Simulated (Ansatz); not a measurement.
# CH₃In···CH₄: what the fields show

```json
{"atom": "In", "x (Å)": "0.8269", "y (Å)": "-0.1463", "z (Å)": "2.0760"}
{"atom": "C", "x (Å)": "0.5789", "y (Å)": "1.3356", "z (Å)": "-1.2214"}
{"atom": "H", "x (Å)": "-0.0022", "y (Å)": "0.4207", "z (Å)": "-1.1040"}
{"atom": "C", "x (Å)": "-0.7246", "y (Å)": "-1.4606", "z (Å)": "1.1347"}
{"atom": "H", "x (Å)": "0.2026", "y (Å)": "2.1022", "z (Å)": "-0.5431"}
{"atom": "H", "x (Å)": "1.6297", "y (Å)": "1.1411", "z (Å)": "-1.0030"}
{"atom": "H", "x (Å)": "0.4875", "y (Å)": "1.6902", "z (Å)": "-2.2479"}
{"atom": "H", "x (Å)": "-0.3256", "y (Å)": "-1.9853", "z (Å)": "0.2592"}
{"atom": "H", "x (Å)": "-1.0795", "y (Å)": "-2.2186", "z (Å)": "1.8420"}
{"atom": "H", "x (Å)": "-1.5940", "y (Å)": "-0.8790", "z (Å)": "0.8076"}
```

The product side of a reaction path; geometry: PBE0-D4/def2-TZVP; core potentials replace the inner electrons of In.

Computed with RKS PBE0-D4/def2-TZVPP (Ansatz 0.2.0).

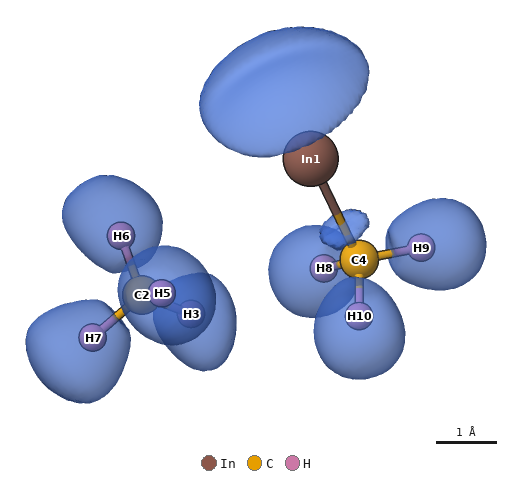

Figure 1. Isosurface of the electron localisation function at 0.85 (blue), seen at a tilt. Core shells and regions of very low density are left out.

Where are the electrons localised?

The surface consists of seven regions around hydrogen nuclei, one lobe of the valence shell of C pointing towards In (polar bonds) and one lobe on In, pointing away from the bonds (lone pairs). Profiles from the grid: C2···In1 (3.62 Å): the ELF dips to about 0 between them; a weak contact between the two molecules. C–In (2.24 Å): the ELF peaks at about 0.90 in the valence shell of C, 0.7 Å from its nucleus, and drops to about 0.20 between the two atoms.

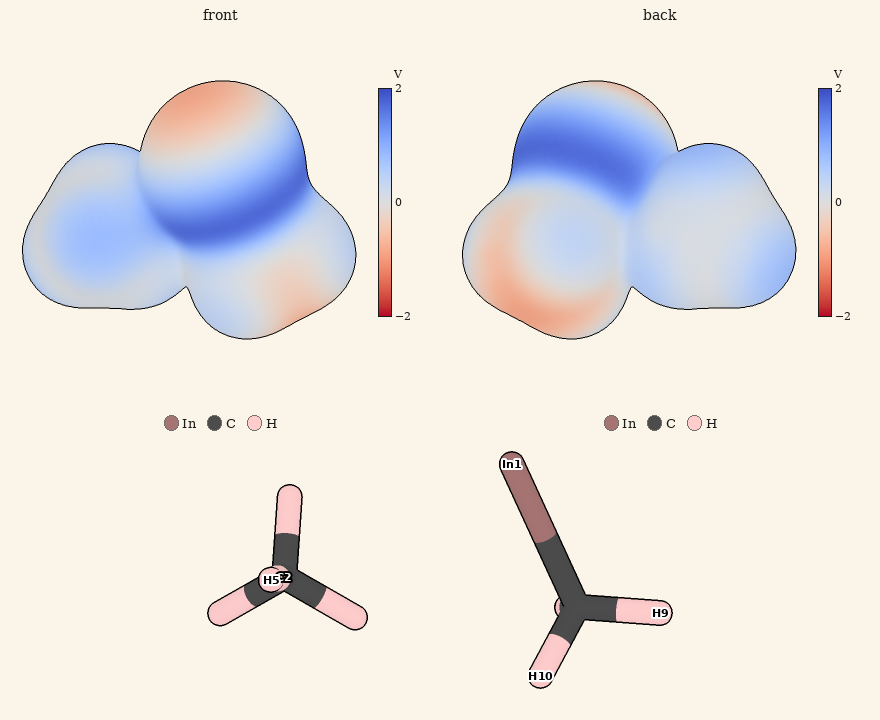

Figure 2. The molecular electrostatic potential painted on the density surface at 0.002 e/bohr³, seen from the front and from behind; the colour scale runs from red (negative) to blue (positive). The bare structure is drawn below in the same view.

Describe the electrostatic potential map.

The most negative region (about −0.8 V) lies over C4, the most positive (about +1.7 V) over In1.

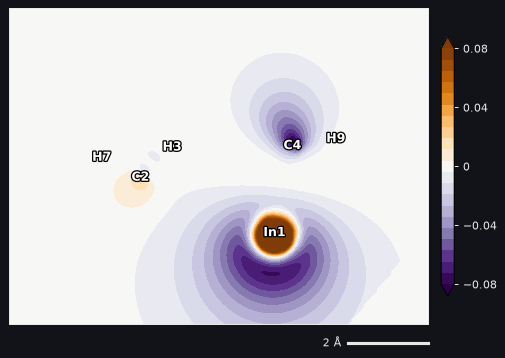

Figure 3. The LUMO on the plane of atoms H3, C2 and H7 (values in Å⁻³ᐟ²; the overall sign is arbitrary).

What is the character of this orbital?

Its weight (Hirshfeld) is mainly on In1 (about 90 %). Its energy is −1.40 eV.
